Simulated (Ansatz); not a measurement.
# PbSeO (1T monolayer (Janus) type, one sheet): Wannier runs under varied settings

Aim: run 5 Wannier inputs for PbSeO (1T monolayer (Janus) type, one sheet) as typed, and read from each log whether it ends well.

Method: plane waves, PAW; the settings change from run to run, as each input shows, in Ansatz 0.2.0.

3 further runs of the same task are left out: 3 that didn't finish.

**1. Starting point**

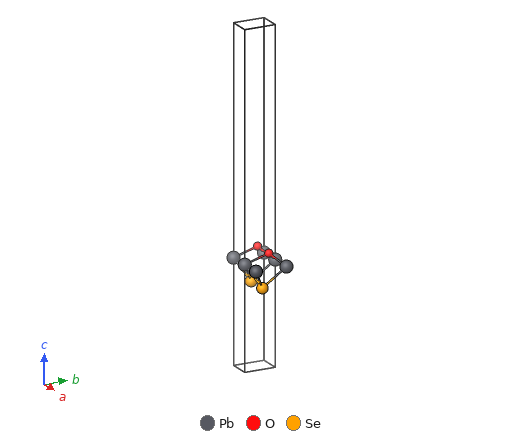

Start, viewed slightly off an axis; lead dark grey, oxygen red, selenium orange. 2×1×1 cells are drawn. Atoms on the faces are drawn again on the opposite ones.

Structure file:

```xyz
3
Lattice="3.6666 0.0000 0.0000 -1.8333 3.1753 0.0000 0.0000 0.0000 29.5544" Properties=species:S:1:pos:R:3 pbc="T T T"
Pb    0.0000    0.0000    9.2880
O     0.0000    2.1169   10.1912
Se    1.8333    1.0584    7.5207
```

Cell and atoms come from an earlier r2SCAN relaxation. The cell holds one sheet and vacuum, and is periodic in the plane alone; ε, where given, is a mean over the whole height of the cell, so ε₂ and ε₁ − 1 scale inversely with that height and aren't the sheet's own values. No run includes spin-orbit coupling, which matters for Pb.

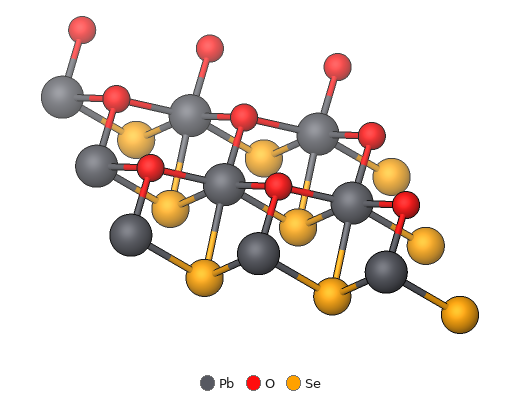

A patch of 3×3 cells of the sheet, seen at a slant, without the cell.

**2. Try 1**

input.yaml

```yaml
crystal:
  lattice:
    - [3.6665686677, 0.0, 0.0]
    - [-1.8332843339, 3.1753416109, 0.0]
    - [0.0, 0.0, 29.554445236]
  atoms:
    - { symbol: Pb, position: [0.0, 0.0, 0.31426802] }
    - { symbol: O, position: [0.3333333333, 0.6666666667, 0.3448291616] }
    - { symbol: Se, position: [0.6666666667, 0.3333333333, 0.2544709731] }
  periodic: [true, true, false]
kpoints:
  mp_grid: { grid: [6, 6, 1] }
  band_path:
    path:
      - [0, 0, 0]
      - [0.5, 0, 0]
      - [0.3333333333333, 0.3333333333333, 0]
      - [0, 0, 0]
    npoints: 10
hamiltonian:
  xc: pbe
scf:
  occupations: { method: fermi_dirac, width: 0.02 }
  n_extra_bands: 6
output:
  forces: false
  stress: false
  eigenvalues: true
  wannier:
    kmesh: [6, 6, 1]
    projections: [{ species: O, l: s, shell: 2 }, { species: O, l: p, shell: 2 }]
    minimise: true
    write_hr: true
    conv_tol: 1.0e-08
    max_iter: 3000
```

Log, cut to the lines that bear on the results:

```text
scf.n_extra_bands = 6 over 18 filled bands (N_el = 36.0): the run solves 24 bands
[...]
Pseudopotentials: kind: paw
Pseudopotential: Pb, paw, valence charge 14, recommended cutoff 420 eV (normal), Pb.paw.azcp
Pseudopotential: O, paw, valence charge 6, recommended cutoff 420 eV (normal), O.paw.azcp
Pseudopotential: Se, paw, valence charge 16, recommended cutoff 420 eV (normal), Se.paw.azcp
Functional definition: PBE
[...]
Crystal: 3 atoms, lattice volume = 344.091 Å³
Basis set: ecut = 420 eV, 6687 PW (Γ)
Bands: 24, of which v1, the nominal top of the filled ones, is band 18 counted from 1 (17 counted from 0)
Symmetry: 6 space group operations
Space group: P3m1 (ITA 156), of the structure as read, at distance tolerance 7.0e-5 Å
k-points: 7 of 36 (time reversal used)
[...]
SCF iter   1: F=—  HF=-17940.985608 eV  |F-HF|=—  |Δ(HF+E_count)|=         —  Δρ=4.11e-3  dr2=2.89e-1  ethr=1.77e-3  ⟨swp⟩=14.4  Hψ=1399  notcnv=0  defer=1
[...]
SCF iter   8: F=-17940.962228 eV  HF=-17940.962228 eV  |F-HF|=5.14e-9  |Δ(HF+E_count)|=   1.79e-8  Δρ=3.72e-6  dr2=6.04e-8  ethr=2.78e-10  ⟨swp⟩=14.4  Hψ=944  notcnv=0
[...]
NSCF: frozen V_eff on 31 k-points, pencils in batches of 32, up to order 108
NSCF: frozen V_eff on 10 k-points, pencils in batches of 32, up to order 96
WARN: eigensolver did not converge in 10 slots of this pass, the one above among them; of largest residual over every band (k=9): 2 band(s) unlocked (lowest unlocked band 22, counted from 0; max residual 1.55e-1 eV among the unlocked bands, 1.55e-1 eV over every band); of lowest unlocked [...]
the Wannier pass solved 10 of the 36 points of its mesh, and has the states at the others by symmetry: states obtained by the crystal's operations at points that were solved too leave a residual of 2.14e-13 eV (read by the count's bands and the next), within 8.33e-6 eV
SCF converged after 8 iterations
Free energy (F): -17940.962228 eV
[...]
E sigma→0 (E₀):  -17940.961104 eV
Entropy (-TS):   -0.002247 eV (-0.749 meV/atom)
Fermi energy:    -5.667552 eV
[...]
--- Band table (eV; the first three rows and the last of 7) ---
  k-point 0: bands = ["-52.7134", "-52.7082", "-52.7082", "-52.6865", "-52.6865", "-23.9982", "-22.5808", "-22.5808", "-22.4226", "-22.4226", "-22.2955", "-19.0202", "-12.4195", "-8.4223", "-8.4223", "-7.5530", "-6.2550", "-5.5679", "-5.5679", "-2.0538 (-2.0538°)", "-0.5060 (-0.5116°)", [...]
  ° read free of the cell's end (the report's vacuum.weakly_bound_levels)
Wannier search: line search 1 of at most 3000: gauge-dependent spread (as the search counts it) 2.2446777 Å², largest recent change 1.9e-1 Å² and fall left 6.8e-3 Å² against conv_tol 1.0e-8 Å², 0 stops escaped
```

It took 3.5 s on 1 × NVIDIA H100 80GB HBM3 with 2 threads of AMD EPYC 7R13 (Zen 3), shared host; peak host memory 1.2 GiB.

The run ended, but the log doubts its result. The cause: the eigensolver left some bands unconverged. The analysis is set aside.

**3. Try 2**

Edit input.yaml of step 2 so:

```diff
@@ -29,3 +29,3 @@
   wannier:
-    kmesh: [6, 6, 1]
+    kmesh: [12, 12, 1]
     projections: [{ species: O, l: s, shell: 2 }, { species: O, l: p, shell: 2 }]
```

Log, cut to the lines that bear on the results:

```text
scf.n_extra_bands = 6 over 18 filled bands (N_el = 36.0): the run solves 24 bands
[...]
[... 5 set-up lines as earlier in the session ...]
[...]
Crystal: 3 atoms, lattice volume = 344.091 Å³
Basis set: ecut = 420 eV, 6687 PW (Γ)
Bands: 24, of which v1, the nominal top of the filled ones, is band 18 counted from 1 (17 counted from 0)
[... 2 set-up lines as earlier in the session ...]
k-points: 7 of 36 (time reversal used)
[...]
SCF iter   1: F=—  HF=-17940.985608 eV  |F-HF|=—  |Δ(HF+E_count)|=         —  Δρ=4.11e-3  dr2=2.89e-1  ethr=1.77e-3  ⟨swp⟩=14.4  Hψ=1399  notcnv=0  defer=1
[...]
NSCF: frozen V_eff on 21 k-points, pencils in batches of 32, up to order 96
WARN: eigensolver did not converge in 21 slots of this pass, the one above among them; of largest residual over every band (k=19): 3 band(s) unlocked (lowest unlocked band 21, counted from 0; max residual 2.59e-1 eV among the unlocked bands, 2.59e-1 eV over every band); of lowest unlocked [...]
the Wannier pass solved 21 of the 144 points of its mesh, and has the states at the others by symmetry: states obtained by the crystal's operations at points that were solved too leave a residual of 8.99e-14 eV (read by the count's bands and the next), within 5.56e-6 eV
SCF converged after 8 iterations
Free energy (F): -17940.962228 eV
[...]
E sigma→0 (E₀):  -17940.961104 eV
Entropy (-TS):   -0.002247 eV (-0.749 meV/atom)
Fermi energy:    -5.667552 eV
[...]
--- Band table (eV; the first three rows and the last of 7) ---
[... band rows left out ...]
[...]
  ° read free of the cell's end (the report's vacuum.weakly_bound_levels)
Wannier search: line search 1 of at most 3000: gauge-dependent spread (as the search counts it) 2.4524124 Å², largest recent change 3.4e-1 Å² and fall left 7.2e-3 Å² against conv_tol 1.0e-8 Å², 0 stops escaped
```

Wall time 6 s (1 × NVIDIA H100 80GB HBM3 with 2 threads of AMD EPYC 7R13 (Zen 3), shared host); peak host memory 1.2 GiB.

The run ended, but the log doubts its result. The cause: the eigensolver left some bands unconverged. The analysis is set aside.

**4. Try 3**

Edit input.yaml of step 3 so:

```diff
@@ -29,4 +29,4 @@
   wannier:
-    kmesh: [12, 12, 1]
-    projections: [{ species: O, l: s, shell: 2 }, { species: O, l: p, shell: 2 }]
+    kmesh: [6, 6, 1]
+    projections: [{ species: O, l: p, shell: 2 }]
     minimise: true
```

Log, cut to the lines that bear on the results:

```text
scf.n_extra_bands = 6 over 18 filled bands (N_el = 36.0): the run solves 24 bands
[...]
[... 5 set-up lines as earlier in the session ...]
[...]
Crystal: 3 atoms, lattice volume = 344.091 Å³
Basis set: ecut = 420 eV, 6687 PW (Γ)
Bands: 24, of which v1, the nominal top of the filled ones, is band 18 counted from 1 (17 counted from 0)
[... 2 set-up lines as earlier in the session ...]
k-points: 7 of 36 (time reversal used)
[...]
SCF iter   1: F=—  HF=-17940.985608 eV  |F-HF|=—  |Δ(HF+E_count)|=         —  Δρ=4.11e-3  dr2=2.89e-1  ethr=1.77e-3  ⟨swp⟩=14.4  Hψ=1399  notcnv=0  defer=1
[...]
NSCF: frozen V_eff on 10 k-points, pencils in batches of 32, up to order 96
WARN: eigensolver did not converge in 10 slots of this pass, the one above among them; of largest residual over every band (k=9): 2 band(s) unlocked (lowest unlocked band 22, counted from 0; max residual 1.55e-1 eV among the unlocked bands, 1.55e-1 eV over every band); of lowest unlocked [...]
the Wannier pass solved 10 of the 36 points of its mesh, and has the states at the others by symmetry: states obtained by the crystal's operations at points that were solved too leave a residual of 2.14e-13 eV (read by the count's bands and the next), within 8.33e-6 eV
SCF converged after 8 iterations
Free energy (F): -17940.962228 eV
[...]
E sigma→0 (E₀):  -17940.961104 eV
Entropy (-TS):   -0.002247 eV (-0.749 meV/atom)
Fermi energy:    -5.667552 eV
[...]
--- Band table (eV; the first three rows and the last of 7) ---
[... band rows left out ...]
[...]
  ° read free of the cell's end (the report's vacuum.weakly_bound_levels)
Wannier search: line search 1 of at most 3000: gauge-dependent spread (as the search counts it) 2.0168098 Å², largest recent change 1.5e-1 Å² and fall left 4.7e-3 Å² against conv_tol 1.0e-8 Å², 0 stops escaped
```

Run time: 5 s. Hardware: 1 × NVIDIA H100 80GB HBM3 with 2 threads of AMD EPYC 7R13 (Zen 3), shared host; peak host memory 1.2 GiB.

The run ended, but the log doubts its result. The cause: the eigensolver left some bands unconverged. The analysis is set aside.

**5. Try 4**

Edit input.yaml of step 4 so:

```diff
@@ -30,3 +30,6 @@
     kmesh: [6, 6, 1]
-    projections: [{ species: O, l: p, shell: 2 }]
+    projections:
+      - { species: Se, l: s, shell: 4 }
+      - { species: Pb, l: s, shell: 6 }
+      - { species: O, l: p, shell: 2 }
     minimise: true
@@ -35 +38,6 @@
     max_iter: 3000
+    disentanglement: { window: [-15.57, 6.43], frozen_window: [-8.07, -4.77] }
+  write_density: true
+  write_potential: true
+  elf: true
+  volumetric_format: npy
```

Log, cut to the lines that bear on the results:

```text
scf.n_extra_bands = 6 over 18 filled bands (N_el = 36.0): the run solves 24 bands
[...]
[... 5 set-up lines as earlier in the session ...]
[...]
Crystal: 3 atoms, lattice volume = 344.091 Å³
Basis set: ecut = 420 eV, 6687 PW (Γ)
Bands: 24, of which v1, the nominal top of the filled ones, is band 18 counted from 1 (17 counted from 0)
[... 2 set-up lines as earlier in the session ...]
k-points: 7 of 36 (time reversal used)
[...]
SCF iter   1: F=—  HF=-17940.985608 eV  |F-HF|=—  |Δ(HF+E_count)|=         —  Δρ=4.11e-3  dr2=2.89e-1  ethr=1.77e-3  ⟨swp⟩=14.4  Hψ=1399  notcnv=0  defer=1
[...]
SCF iter   8: F=-17940.962228 eV  HF=-17940.962228 eV  |F-HF|=5.14e-9  |Δ(HF+E_count)|=   1.79e-8  Δρ=3.72e-6  dr2=6.04e-8  ethr=2.78e-10  ⟨swp⟩=14.4  Hψ=944  notcnv=0
[...]
NSCF: frozen V_eff on 31 k-points, pencils in batches of 32, up to order 108
NSCF: frozen V_eff on 10 k-points, pencils in batches of 32, up to order 96
[...]
WARN: eigensolver did not converge in 4 slots of this pass, the one above among them; of largest residual over every band (k=9): 2 band(s) unlocked (lowest unlocked band 22, counted from 0; max residual 1.44e-3 eV among the unlocked bands, 1.44e-3 eV over every band); of lowest unlocked [...]
NSCF: frozen V_eff on 10 k-points
the Wannier pass solved 10 of the 36 points of its mesh, and has the states at the others by symmetry: states obtained by the crystal's operations at points that were solved too leave a residual of 5.49e-13 eV (read by the count's bands and the next), within 8.33e-6 eV
WARN: The output density's exchange-correlation potential varies sharply where the density is thin. Do not read a vacuum level from v_tot or v_xc, or from such a field of the output density. On a cell that repeats whose density bears no net charge and no dipole along the vacuum's axis use [...]
SCF converged after 8 iterations
Free energy (F): -17940.962228 eV
[...]
E sigma→0 (E₀):  -17940.961104 eV
Entropy (-TS):   -0.002247 eV (-0.749 meV/atom)
Fermi energy:    -5.667552 eV
[...]
--- Band table (eV; the first three rows and the last of 7) ---
[... band rows left out ...]
[...]
  ° read free of the cell's end (the report's vacuum.weakly_bound_levels)
Wannier search: line search 1 of at most 3000: gauge-dependent spread (as the search counts it) 36.1310589 Å², largest recent change 6.4e0 Å² and fall left 4.5e0 Å² against conv_tol 1.0e-8 Å², 0 stops escaped
WARN: <dir> 22 periodic images of 22 elements of H(R) lie 4.88e-4 to 1.95e-3 Å beyond their element's nearest image, near the 9.77e-4 Å window within which an element is shared among its images; whether they share it moves the interpolated H(k) by 2.1e-2 eV (Frobenius norm, root mean [...]
```

It took 19 s on 1 × NVIDIA H100 80GB HBM3 with 2 threads of AMD EPYC 7R13 (Zen 3), shared host; peak host memory 1.2 GiB.

The run ended, but the log doubts its result. The cause: the eigensolver left some bands unconverged. The analysis is set aside.

**6. Try 5**

Edit input.yaml of step 5 so:

```diff
@@ -20,3 +20,3 @@
 hamiltonian:
-  xc: pbe
+  xc: r2scan
 scf:
@@ -30,6 +30,3 @@
     kmesh: [6, 6, 1]
-    projections:
-      - { species: Se, l: s, shell: 4 }
-      - { species: Pb, l: s, shell: 6 }
-      - { species: O, l: p, shell: 2 }
+    projections: [{ species: O, l: s, shell: 2 }, { species: O, l: p, shell: 2 }]
     minimise: true
@@ -38,6 +35 @@
     max_iter: 3000
-    disentanglement: { window: [-15.57, 6.43], frozen_window: [-8.07, -4.77] }
-  write_density: true
-  write_potential: true
-  elf: true
-  volumetric_format: npy
```

Log, cut to the lines that bear on the results:

```text
scf.n_extra_bands = 6 over 18 filled bands (N_el = 36.0): the run solves 24 bands
[...]
[... 1 set-up line as earlier in the session ...]
Pseudopotential: Pb, paw, valence charge 14, recommended cutoff 500 eV (meta_gga), Pb.paw.azcp
Pseudopotential: O, paw, valence charge 6, recommended cutoff 500 eV (meta_gga), O.paw.azcp
Pseudopotential: Se, paw, valence charge 16, recommended cutoff 500 eV (meta_gga), Se.paw.azcp
Functional definition: r2SCAN
[...]
Crystal: 3 atoms, lattice volume = 344.091 Å³
Basis set: ecut = 500 eV, 8783 PW (Γ), exchange–correlation on 108×108×864 points (64 copies of the dense FFT grid, shifted against one another)
Bands: 24, of which v1, the nominal top of the filled ones, is band 18 counted from 1 (17 counted from 0)
[... 2 set-up lines as earlier in the session ...]
k-points: 7 of 36 (time reversal used)
[...]
NSCF: frozen V_eff on 10 k-points, pencils in batches of 32, up to order 96
WARN: eigensolver did not converge in 10 slots of this pass, the one above among them; of largest residual over every band (k=1): 4 band(s) unlocked (lowest unlocked band 20, counted from 0; max residual 1.94e-1 eV among the unlocked bands, 1.94e-1 eV over every band); of lowest unlocked [...]
the Wannier pass solved 10 of the 36 points of its mesh, and has the states at the others by symmetry: states obtained by the crystal's operations at points that were solved too leave a residual of 1.40e-13 eV (read by the count's bands and the next), within 8.33e-6 eV
SCF converged after 8 iterations
Free energy (F): -17965.659589 eV
[...]
E sigma→0 (E₀):  -17965.658372 eV
Entropy (-TS):   -0.002434 eV (-0.811 meV/atom)
Fermi energy:    -5.773817 eV
[...]
--- Band table (eV; the first three rows and the last of 7) ---
[... band rows left out ...]
[...]
  ° read free of the cell's end (the report's vacuum.weakly_bound_levels)
Wannier search: line search 1 of at most 3000: gauge-dependent spread (as the search counts it) 2.1389736 Å², largest recent change 2.1e-1 Å² and fall left 8.7e-3 Å² against conv_tol 1.0e-8 Å², 0 stops escaped
```

It took 7 s on 1 × NVIDIA H100 80GB HBM3 with 2 threads of AMD EPYC 7R13 (Zen 3), shared host; peak host memory 1.6 GiB.

The run ended, but the log doubts its result. The cause: the eigensolver left some bands unconverged. The analysis is set aside.

**7. Summary**

```tsv
try	settings	ended	fault	time
1	PBE, 4 functions, 6×6×1	ended with warnings	the eigensolver left some bands unconverged	3.5 s
2	PBE, 4 functions, 12×12×1	ended with warnings	the eigensolver left some bands unconverged	6 s
3	PBE, 3 functions, 6×6×1	ended with warnings	the eigensolver left some bands unconverged	5 s
4	PBE, 5 functions, 6×6×1, window -15.57 to 6.43 eV, frozen -8.07 to -4.77 eV	ended with warnings	the eigensolver left some bands unconverged	19 s
5	r2SCAN, 4 functions, 6×6×1	ended with warnings	the eigensolver left some bands unconverged	7 s
```

5 ended with warnings. No run passed without a fault or warning, so no result is quoted.
